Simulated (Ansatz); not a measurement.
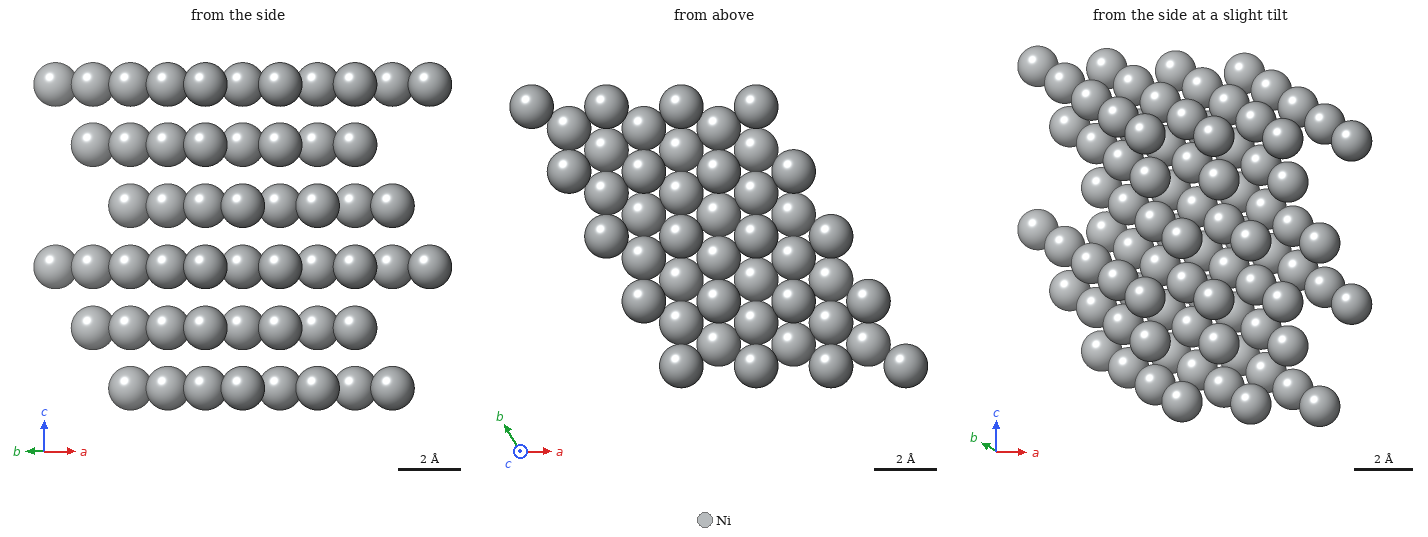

A spheres-only picture of a periodic slab, seen from the side, from above and from the side at a slight tilt. The surface normal points up in side views; the vacuum is left out. 3×4 cells are drawn in the plane, with atoms at the edges repeated.

The cell holds 6 Ni. The slab was cut from bulk Ni (Fm-3m).

**What is its extent along the surface normal?**

About 10 Å from the lowest to the highest atom.

**State the number of planes and their content from above.**

Six planes: Ni / Ni / Ni / Ni / Ni / Ni.

**What is the orientation of the surface?**

(1 1 1).

The calculation used DFT LDA, scalar-relativistic, plane waves, PAW (Ansatz 0.2.0), with a kinetic-energy cutoff of 420 eV, a 15×15×1 mesh of k-points, Gaussian smearing of 0.1 eV, collinear spins.

**How large is the work function at the top and at the bottom?**

5.51 eV on both faces.

The cell started as a structure listed in the Materials Project, from which a slab was cut. The atoms were relaxed in a fixed cell with DFT LDA, scalar-relativistic, plane waves, PAW in Ansatz 0.2.0.
